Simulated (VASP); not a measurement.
Band structure of VS (relaxed from the CsCl type structure, space group Pm-3m). Computed with PBEsol GGA, VASP's PBE PAW potentials (set 64) (plane waves; VASP 6.6.1).

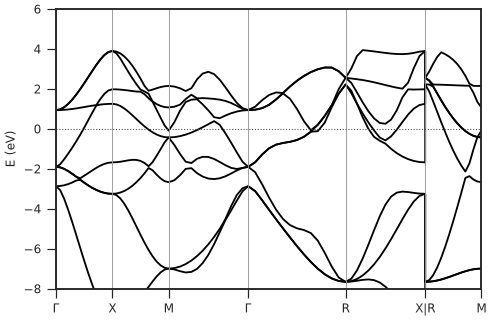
Bands along high-symmetry lines, zero at the valence-band maximum or, without a gap, the Fermi level

Problem. Read the plot: is there a gap, and where are the band edges?

Solution. It has no gap at this level: it comes out as a metal or semimetal. (Edges off the drawn lines would not show.)

The structure was generated: VS was put into the CsCl type type (Pm-3m), which need not be its known phase. It was relaxed first, which changed the volume by -36 %. The run is not spin-polarised, so no magnetic state was tried. The electron count is odd and the run is not spin-polarised, which forces a metal.
